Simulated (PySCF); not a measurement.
# Run report: C₂H₁₁O₂PSi₂, NMR shielding calculation

C₂H₁₁O₂PSi₂, computed with GIAO OLYP/pcSseg-1 NMR shielding, non-relativistic, gas phase (PySCF 2.14.0).

The geometry comes from this level: GFN2-xTB. It belongs to a series of runs on one base structure; here: OLYP/pcSseg-1; grid level 1. Figures and captions count atoms from 1; the log counts them from 0 in places.

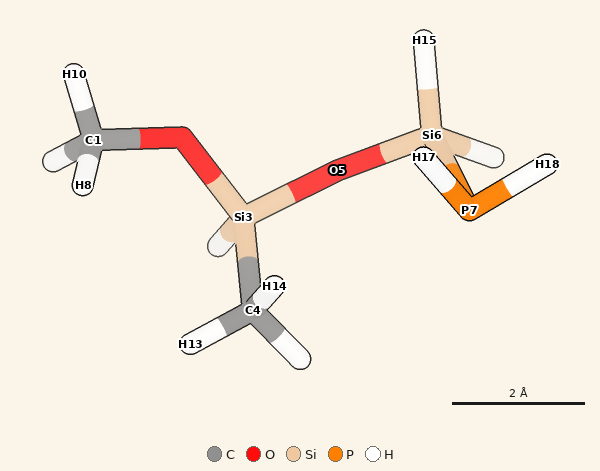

*The input geometry (stick view, seen at a tilt; atoms are numbered from 1 in the order of the input).*

The input:
```
{"job": {"kind": "nmr", "xc": "OLYP", "basis": "pcSseg-1", "pop": true, "grid": 1}, "charge": 0, "multiplicity": 1}
C     -2.576533     1.474577    -0.424988
O     -1.222353     1.179713    -0.591752
Si    -0.544272    -0.246701    -0.962523
C     -0.911173    -1.588903     0.326956
O      1.038038     0.096003    -1.009298
Si     2.473602     0.308172    -0.301413
P      2.514763    -0.833543     1.628570
H     -3.005854     0.891991     0.393281
H     -3.136276     1.256970    -1.337475
H     -2.663172     2.537135    -0.195054
H     -0.851575    -0.658517    -2.330527
H     -0.349235    -2.495095     0.123864
H     -1.964293    -1.855823     0.353285
H     -0.629536    -1.253888     1.324206
H      2.674411     1.751169    -0.155980
H      3.435076    -0.298375    -1.221996
H      1.921000     0.161319     2.390566
H      3.788623    -0.419888     1.978623
```

The first line tells a small driver script what to run in PySCF; the rest is the geometry in Å.

Launch command:
```bash
OMP_NUM_THREADS=1 python <driver script> task.json out
```

What the program printed:
```
final grid: 67152 points
cycle   1  E = -1153.3096554439  dE =  6.524e-01  |g| = 1.180e+00  |ddm| = 3.837e+00
cycle   2  E = -1152.3015257500  dE =  1.008e+00  |g| = 2.482e+00  |ddm| = 4.138e+00
cycle   3  E = -1153.5532764699  dE = -1.252e+00  |g| = 2.851e-01  |ddm| = 3.521e+00
cycle   4  E = -1153.5690835092  dE = -1.581e-02  |g| = 1.481e-01  |ddm| = 4.251e-01
cycle   5  E = -1153.5741585784  dE = -5.075e-03  |g| = 3.479e-02  |ddm| = 1.525e-01
cycle   6  E = -1153.5743807897  dE = -2.222e-04  |g| = 1.727e-02  |ddm| = 4.660e-02
cycle   7  E = -1153.5744330873  dE = -5.230e-05  |g| = 3.732e-03  |ddm| = 1.515e-02
cycle   8  E = -1153.5744361000  dE = -3.013e-06  |g| = 8.606e-04  |ddm| = 4.644e-03
cycle   9  E = -1153.5744362926  dE = -1.926e-07  |g| = 2.174e-04  |ddm| = 1.376e-03
cycle  10  E = -1153.5744363064  dE = -1.385e-08  |g| = 6.962e-05  |ddm| = 3.598e-04
cycle  11  E = -1153.5744363075  dE = -1.078e-09  |g| = 2.902e-05  |ddm| = 9.012e-05
cycle  12  E = -1153.5744363077  dE = -2.274e-10  |g| = 3.998e-06  |ddm| = 3.787e-05
converged SCF energy = -1153.5744363077

GIAO shielding tensors (ppm)
atom      isotropic    diamagn.    paramagn.     s11        s22        s33       span
  0 C      131.935     240.315    -108.380    104.881    108.583    182.340     77.459
  1 O      294.196     401.536    -107.340    248.720    300.154    333.713     84.993
  2 Si     375.074     883.882    -508.808    345.631    382.576    397.014     51.382
  3 C      182.430     257.106     -74.676    174.712    181.842    190.738     16.026
  4 O      272.653     400.821    -128.168    217.692    275.022    325.246    107.554
  5 Si     372.233     881.668    -509.435    313.244    368.701    434.755    121.511
  6 P      590.574     969.518    -378.944    527.943    597.603    646.176    118.233
  7 H       27.959      29.707      -1.748     23.308     26.465     34.104     10.796
  8 H       27.847      27.276       0.571     23.819     25.135     34.587     10.768
  9 H       27.731      27.961      -0.230     23.402     25.528     34.263     10.861
 10 H       26.726      30.573      -3.846     23.516     24.122     32.541      9.025
 11 H       31.498      32.362      -0.864     27.510     30.123     36.861      9.351
 12 H       31.573      31.626      -0.053     27.231     29.337     38.151     10.920
 13 H       31.725      35.334      -3.610     27.582     30.593     36.999      9.418
 14 H       25.612      30.144      -4.532     21.438     24.735     30.664      9.226
 15 H       26.229      28.987      -2.757     22.127     24.941     31.619      9.492
 16 H       30.428      32.808      -2.380     25.547     28.660     37.077     11.530
 17 H       30.919      29.502       1.417     26.123     26.906     39.729     13.605
```

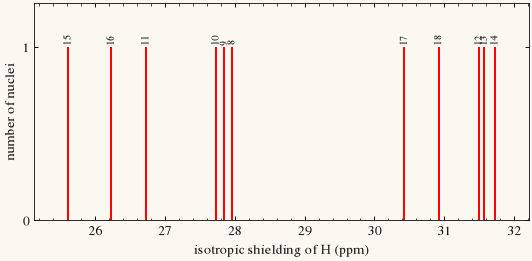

*Isotropic shieldings of the hydrogen nuclei in this fixed geometry, labelled by atom number; shielding grows to the right, so chemical shift grows to the left.*

The least shielded is H15 (25.6 ppm), the most shielded H14 (31.7 ppm).

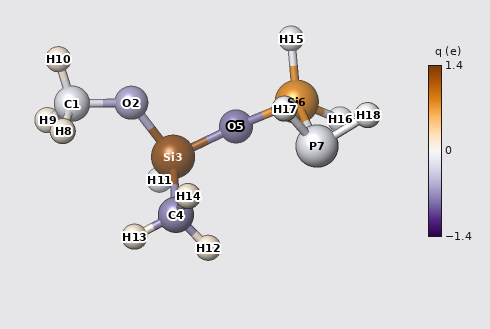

*IAO charges, as the colour of each atom (ball-and-stick view, seen at a tilt; atoms are numbered from 1 in the order of the input).*

By element: C −0.75 to −0.19, O −0.86 to −0.62, Si +0.85 to +1.32, P −0.14 and H −0.18 to +0.16 e.

Key numbers:

| quantity | value |
| --- | --- |
| outcome | converged |
| total energy | −1153.574436 hartree |
| HOMO | −6.11 eV |
| LUMO | −0.27 eV |
| dipole moment | 1.54 D |
| isotropic shielding, C | 131.9 to 182.4 ppm |
| isotropic shielding, O | 272.7 to 294.2 ppm |
| isotropic shielding, Si | 372.2 to 375.1 ppm |
| isotropic shielding, P | 590.6 ppm |
| isotropic shielding, H | 25.6 to 31.7 ppm |
| hardware | 1 CPU thread, shared host |
| wall time | 30 s |
| peak memory | 0.77 GiB |

Remarks:

Settings chosen away from the usual ones: OLYP/pcSseg-1; grid level 1.
